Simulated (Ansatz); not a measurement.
# Rb2PdP2, response to strain

The reference is Rb$_{2}$PdP$_{2}$ (space group Cmcm, No. 63; a = 6.499 Å, b = 14.456 Å, c = 5.960 Å; a cell from a computed database, its experimental status unchecked). Axes: x, y, z lie along a, b, c of the conventional cell.

Strains are applied to the cell and any free atomic positions relax.

Calculations: PBEsol, PAW, 420 eV (Ansatz, a quantum-chemistry and plane-wave program; no spin-orbit coupling), earlier PAW set.

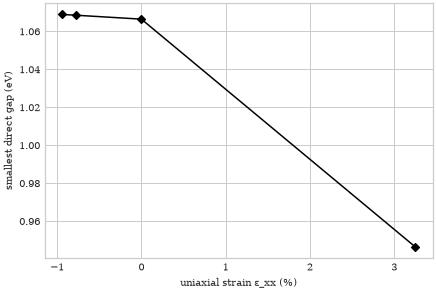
Fig. 1. Smallest direct gap against uniaxial strain ε_xx

**Question.** From the plot, what is the smallest direct gap for uniaxial strain ε_xx = −0.94 %?

**Answer.** About 1.07 eV.

**Question.** Is the trend monotonic over the range shown?

**Answer.** Yes, it falls throughout, spanning 0.95 eV to 1.07 eV.

Whether these cells are dynamically stable was not tested.
